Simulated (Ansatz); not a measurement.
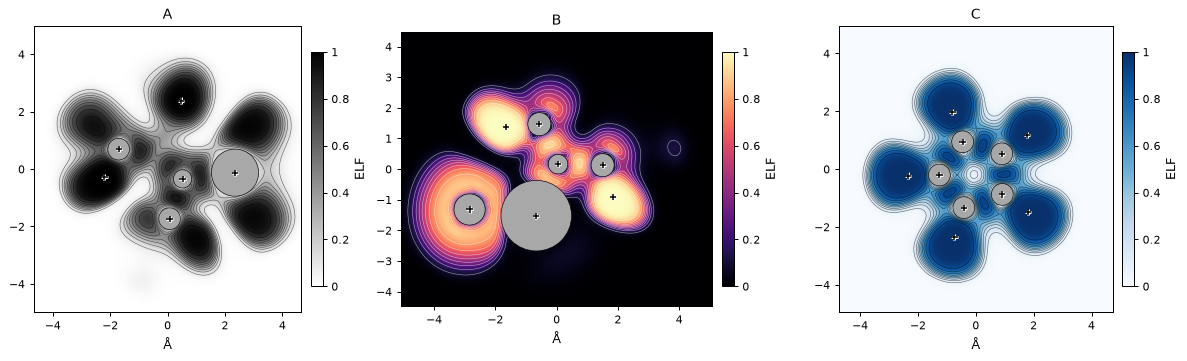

The ELF of 3 systems, each on a plane through atoms (crosses mark nuclei in the plane; grey discs cover the cores).

Computed with RKS PBE0-D4/def2-TZVPP in Ansatz 0.2.0.

System 1: C$_{5}$H$_{15}$GeN (SMILES CC[N]([GeH3])C(C)C), the plane of atoms C2, N3 and Ge4. Geometry: PBE0-D4/def2-TZVP.

```csv
atom,x (Å),y (Å),z (Å)
C,0.1026,-2.4970,0.3420
C,-0.8189,-1.3511,-0.0390
N,-0.2936,-0.0426,0.3314
Ge,-0.9672,0.6468,1.8985
C,0.0718,0.8107,-0.7906
C,1.2317,0.2121,-1.5780
C,0.4368,2.2114,-0.3347
H,1.0787,-2.3879,-0.1346
H,-0.3247,-3.4594,0.0452
H,0.2617,-2.5156,1.4229
H,-1.0041,-1.3659,-1.1197
H,-1.8025,-1.5235,0.4189
H,-2.2812,1.4444,1.6940
H,-1.2636,-0.5821,2.7736
H,0.0593,1.5542,2.5923
H,-0.7879,0.9006,-1.4801
H,1.0002,-0.7886,-1.9468
H,1.4684,0.8363,-2.4436
H,2.1188,0.1432,-0.9428
H,-0.3961,2.7130,0.1663
H,1.2889,2.1878,0.3496
H,0.7114,2.8231,-1.1961
```

System 2: C$_{10}$H$_{11}$FOTi, the plane of atoms C6, C7 and C8. Geometry: PBE0-D4/def2-TZVP.

```xyz
24

O    -1.1310    0.0696   -1.9033
Ti   -0.3212    0.3531   -0.2460
F    -1.0309    1.9919    0.1547
C    -1.7319   -1.5466    0.2718
C    -2.2648   -0.4379    0.9519
C    -1.3208   -0.0270    1.9172
C    -0.2024   -0.8638    1.8177
C    -0.4486   -1.8018    0.7825
C     1.9684   -0.3340   -0.2332
C     1.8983    0.9321    0.3969
C     1.5265    1.8766   -0.5782
C     1.3255    1.2009   -1.7885
C     1.6004   -0.1695   -1.5771
H    -2.0675   -0.1352   -1.8711
H    -2.1945   -2.0828   -0.5428
H    -3.2064    0.0490    0.7479
H    -1.4141    0.8348    2.5592
H     0.6942   -0.7994    2.4143
H     0.2164   -2.5859    0.4558
H     2.2482   -1.2617    0.2404
H     2.1001    1.1407    1.4367
H     1.3210    2.9194   -0.3964
H     0.9443    1.6313   -2.7005
H     1.4908   -0.9539   -2.3098
```

System 3: C$_{3}$H$_{8}$Cl$_{3}$NTi, the plane of atoms C2, Ti5 and N3. Geometry: PBE0-D4/def2-TZVP.

```yaml
atoms:
  - { symbol: C, position_ang: [-0.2207, -1.3128, -1.4443] }
  - { symbol: C, position_ang: [0.7073, -0.5736, -0.4980] }
  - { symbol: N, position_ang: [0.0074, 0.2205, 0.5029] }
  - { symbol: C, position_ang: [-0.7253, -0.5158, 1.5027] }
  - { symbol: Ti, position_ang: [0.3020, 2.0057, 0.2713] }
  - { symbol: Cl, position_ang: [-0.8746, 3.0708, 1.7781] }
  - { symbol: Cl, position_ang: [2.4628, 2.3653, 0.5323] }
  - { symbol: Cl, position_ang: [-0.3196, 2.5343, -1.7794] }
  - { symbol: H, position_ang: [0.3647, -1.8497, -2.1932] }
  - { symbol: H, position_ang: [-0.8773, -0.6101, -1.9607] }
  - { symbol: H, position_ang: [-0.8365, -2.0436, -0.9171] }
  - { symbol: H, position_ang: [1.3576, 0.0915, -1.0815] }
  - { symbol: H, position_ang: [1.3827, -1.2672, 0.0205] }
  - { symbol: H, position_ang: [-1.1395, 0.1663, 2.2434] }
  - { symbol: H, position_ang: [-1.5513, -1.0784, 1.0553] }
  - { symbol: H, position_ang: [-0.0624, -1.2259, 2.0121] }
```

Which map belongs to which system?

Answer. Panel A is system 1, C$_{5}$H$_{15}$GeN: the plane holds C, N, Ge and H. C–N (1.46 Å): the ELF peaks at about 0.90 between the atoms (localised, covalent bonding). Panel B is system 3, C$_{3}$H$_{8}$Cl$_{3}$NTi: the plane holds C, N, Ti, Cl and H. C–N (1.44 Å): the ELF peaks at about 0.90 between the atoms; a covalent bond. Panel C is system 2, C$_{10}$H$_{11}$FOTi: the plane holds C and H. C–C (1.40 Å): the ELF peaks at about 0.95 between the atoms: a covalent bond.
